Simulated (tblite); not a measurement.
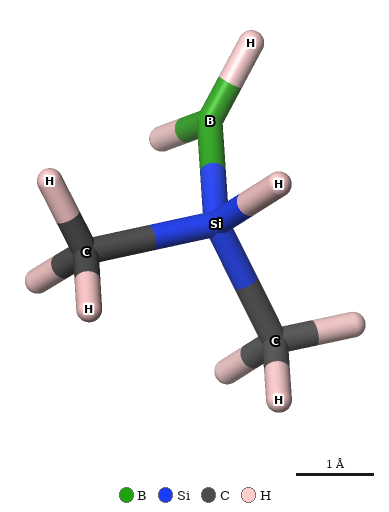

Starting structure of C₂H₉BSi. A stick model, seen at a tilt.

The calculation used GFN2-xTB geometry optimisation, gas phase in tblite.

```xyz
13

B     1.5180   -0.8619    0.9673
Si    0.2320   -0.1875   -0.3446
C     0.1727    1.6671   -0.2337
C    -1.4530   -0.8931    0.0161
H     2.4449   -1.4855    0.6196
H     1.3406   -0.6399    2.1142
H     0.6606   -0.5920   -1.6876
H    -0.5587    2.0553   -0.9782
H     1.1716    2.0892   -0.4511
H    -0.1603    1.9746    0.7850
H    -2.1819   -0.5199   -0.7227
H    -1.7762   -0.5997    1.0441
H    -1.4147   -2.0062   -0.0249
```

### What does the optimiser find from here?

The largest move after the best rigid fit is that of H6, 0.12 Å. Largest moves by element: H 0.12 Å, B 0.08 Å, Si 0.08 Å, C 0.03 Å. Some distances before and after: Si2–C3 1.859 → 1.917 Å, C4–H12 1.117 → 1.087 Å, C3–H10 1.115 → 1.087 Å, C4–H11 1.103 → 1.086 Å. Among the angles between lasting bonds that change: B1–Si2–H7 109.1° → 116.7°, C3–Si2–H7 109.8° → 105.0°, H5–B1–H6 120.5° → 116.3°. The energy falls by 21.2 kJ/mol in 34 geometry steps.

Final geometry:

```xyz
13

B     1.5753   -0.8987    1.0116
Si    0.2954   -0.2267   -0.3126
C     0.1606    1.6843   -0.2515
C    -1.4691   -0.9022    0.0094
H     2.5170   -1.5215    0.7055
H     1.4375   -0.6968    2.1566
H     0.5753   -0.5465   -1.7336
H    -0.5589    2.0551   -0.9750
H     1.1158    2.1545   -0.4686
H    -0.1553    2.0255    0.7306
H    -2.1798   -0.5188   -0.7163
H    -1.8244   -0.6211    0.9969
H    -1.4936   -1.9868   -0.0495
```

The end point in the same view:

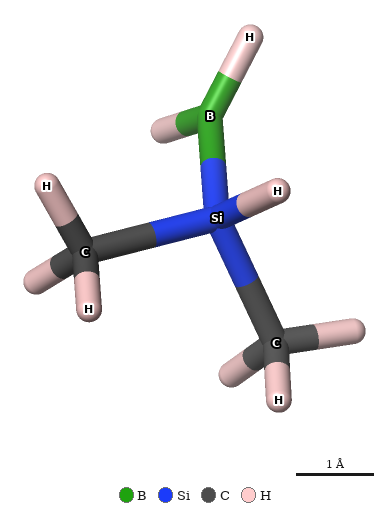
